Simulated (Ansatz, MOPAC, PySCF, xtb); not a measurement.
Torsion H3–O1–Pb2–H4 in H2OPb (SMILES [OH][PbH]); at each angle all else is relaxed with GFN2-xTB, and the levels are single points there.
Geometry at 0° (charge 0, multiplicity 1):
```xyz
4

O     -1.156     0.242     0.151
Pb     0.830     0.988    -0.075
H     -1.406    -0.623    -0.159
H      1.549    -0.499    -0.928
```
Energies count from the point at 0°.

Cores are frozen in the correlated methods. Filled d and f shells under p-block atoms count as core. CBS: X⁻³ extrapolation of the correlation energy, Hartree–Fock from the larger set. The state that PM6 reach isn't checked.

Codes used: Ansatz (an electronic-structure program); MOPAC for PM6 (differences of heats of formation); PySCF for M06-2X; xtb for the GFN methods.  In def2 rows elements past Kr take small-core potentials, without spin–orbit coupling.

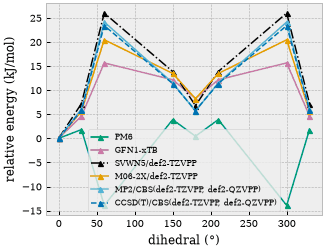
Figure: Relative energy along the coordinate

**Question.** Read off the PM6 curve at dihedral = 300.

**Answer.** about -14 kJ/mol
